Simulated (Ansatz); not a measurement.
# CSe (SMILES [C][Se]) at r2SCAN0/cc-pVTZ

What is the electronic atomisation energy of CSe at r2SCAN0/cc-pVTZ? 

The results are computed with Ansatz 0.2.0.

34 further runs of the same task are left out: 34 set aside as unsound or not needed.

**1. Starting point**

CSe: 2 atoms, total charge 0, spin state singlet. As SMILES, `[C][Se]`. The shape is that of a PBE0-D4/def2-TZVP optimisation.

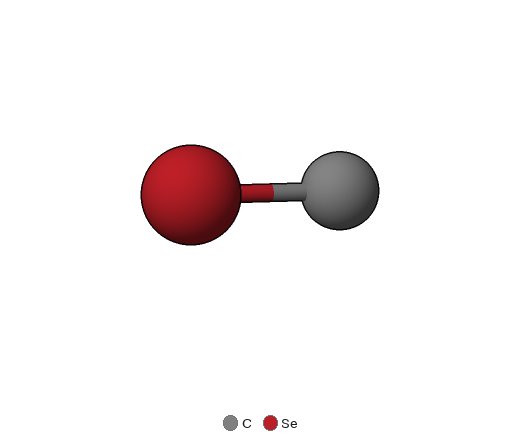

The structure, seen from a chosen angle (carbon grey, selenium red).

**2. A single-point energy at r2SCAN0/cc-pVTZ**

File molecule.yaml:

```yaml
crystal:
  periodic: [false, false, false]
  atoms:
    - {symbol: C, position_ang: [0.000000, 0.000000, -0.008520]}
    - {symbol: Se, position_ang: [-0.000000, -0.000000, 1.662780]}
basis:
  gaussian:
    orbitals: cc-pVTZ
hamiltonian:
  xc: {name: r2SCAN0}
accuracy: high
output:
  orbitals: {seedname: orbitals}
```

Run with:

```
$ ansatz run molecule.yaml --threads 1 --pin off --max-ram 3480MiB --events-out events.jsonl --progress --plain --runs-dir runs
```

The log of the run:

```text
Warning: RAYON_NUM_THREADS=1 ignored (pool sized by the plan → 1); use --threads N
Functional definition: r2SCAN0
  name "r2SCAN0"
  parameter a = 0.25
  parameter k0 = 0.174
  parameter k1 = 0.065
  parameter a1 = 4.9479
  exchange = (1 - a)*r2scan_x(k0 = k0, k1 = k1, a1 = a1) + a*exact_x
  correlation = r2scan_c
981 factors; integrals over basis functions are off by at most 4.7e-9 eV
mean field evaluation 1: about -66380.6623 eV, gradient 3.4e1 eV
mean field evaluation 2: about -66370.4891 eV, gradient 6.3e1 eV
mean field evaluation 4: about -66383.6948 eV, gradient 1.5e0 eV
mean field evaluation 8: about -66383.7520 eV, gradient 5.3e-2 eV
mean field evaluation 16: about -66383.7521 eV, gradient 2.8e-7 eV
mean field -66383.75206261 eV, -2439.5578917776 hartree, gradient 3.2e-8 eV, S^2 0.000000; 0 other end points of the search recorded, 0 dependent functions left out
reference -66383.75206295 eV, -2439.5578917903 hartree; 20, 20 occupied and 53, 53 virtual orbitals, 981 factors
Total energy: -66383.75206295 eV, -2439.5578917903 hartree
```

It took 6.6 s on 1 thread of Arm Neoverse V1, shared host; peak memory 0.17 GiB.

**3. The C atom**

File job.yaml:

```yaml
crystal:
  periodic: [false, false, false]
  atoms:
    - {symbol: C, position_ang: [0.000000, 0.000000, 0.000000]}
basis:
  gaussian:
    orbitals: cc-pVTZ
magnetization:
  spin_polarized: true
  initial_magnetization: 2
hamiltonian:
  xc: {name: r2SCAN0}
accuracy: high
```

Run the same way, it converges to -37.83327 Eh (log not shown).

**4. The Se atom at the same level**

File run.yaml:

```yaml
crystal:
  periodic: [false, false, false]
  atoms:
    - {symbol: Se, position_ang: [0.000000, 0.000000, 0.000000]}
basis:
  gaussian: {orbitals: cc-pVTZ}
magnetization: {spin_polarized: true, initial_magnetization: 2}
hamiltonian: {xc: {name: r2SCAN0}}
accuracy: high
```

Run with:

```
$ ansatz run run.yaml --threads 1 --pin off --max-ram 3480MiB --events-out events.jsonl --progress --plain --runs-dir runs
```

The log of the run, shortened:

```text
Warning: RAYON_NUM_THREADS=1 ignored (pool sized by the plan → 1); use --threads N
[... 8 set-up lines as earlier in the session ...]
425 factors; integrals over basis functions are off by at most 4.5e-9 eV
mean field evaluation 1: about -65348.4789 eV, gradient 4.1e0 eV
mean field evaluation 2: about -65348.5896 eV, gradient 8.0e-1 eV
mean field evaluation 4: about -65348.5980 eV, gradient 2.3e-1 eV
mean field evaluation 8: about -65348.5985 eV, gradient 3.0e-3 eV
mean field evaluation 16: about -65348.5985 eV, gradient 7.6e-8 eV
mean field -65348.59851468 eV, -2401.5167005433 hartree, gradient 7.6e-8 eV, S^2 2.005596; 0 other end points of the search recorded, 0 dependent functions left out
reference -65348.59851602 eV, -2401.5167005926 hartree; 18, 16 occupied and 25, 27 virtual orbitals, 425 factors
Total energy: -65348.59851602 eV, -2401.5167005926 hartree
```

It took 5.4 s on 1 thread of Arm Neoverse V1, shared host; peak memory 0.15 GiB.

**5. Outcome**

At r2SCAN0/cc-pVTZ:

```
                     quantity           value
       molecule: total energy  -2439.55789 Eh
        molecule: HOMO energy        -8.77 eV
        molecule: LUMO energy        -2.41 eV
      molecule: HOMO–LUMO gap         6.36 eV
         C atom: total energy    -37.83327 Eh
                 C atom: ⟨S²⟩           2.006
        Se atom: total energy  -2401.51670 Eh
                Se atom: ⟨S²⟩           2.006
electronic atomisation energy        5.658 eV
```

**Reading.** Taking the molecule apart into free atoms costs 5.66 eV (546 kJ/mol), before zero-point energy and without spin-orbit coupling.
